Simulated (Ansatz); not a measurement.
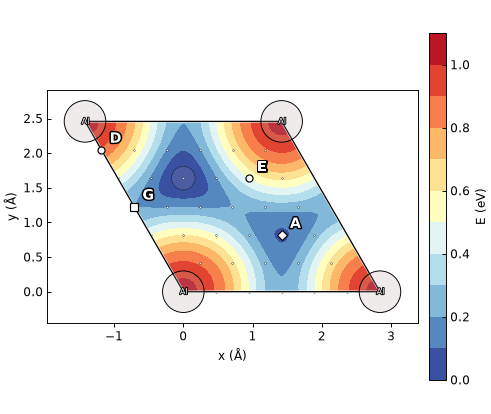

Ti on an Al(111) slab cut from the Fm-3m phase, its upper half relaxed before the scan (12 atoms of substrate and one adsorbate in a 2 × 2 cell). Ti is moved over the surface cell; relaxed at each place: the height of the adsorbate's atoms; substrate rigid; the origin of the map has the adsorbate above Al9. Places are given modulo a cell vector. The map is drawn in real space over the plane of the surface. The grid has 6 × 6 points; 10 points were computed and 26 follow by symmetry. Places are given in fractions of the 1 × 1 surface cell. Energies are in eV, from the lowest grid point. The electronic state followed may not be the lowest one. Computed with Ansatz 0.2.0, DFT PBEsol, scalar-relativistic, plane waves, PAW. Settings: cutoff 420 eV, k-mesh 6×6×1, gaussian smearing 0.1 eV, spin-polarised.

In the figure: filled contours, dots at the grid points, labelled circles for the atoms of the top layer and small ones for the second layer, the outline of one cell of the plane, lettered points. Between grid points the surface is interpolated.

Q: Is D the lowest point of the computed grid?

A: No. D lies 0.88 eV above the lowest grid point, which is at a threefold hollow over a second-layer Al atom, (2/6, 4/6) of the cell vectors.

Q: What kind of point is each of A, E, G: minimum, saddle, maximum or slope?

A: A: minimum; E: on a slope; G: saddle point. (In these two coordinates alone; a stationary point may lie a little off the grid point.)

PAW datasets: the set soft_1.
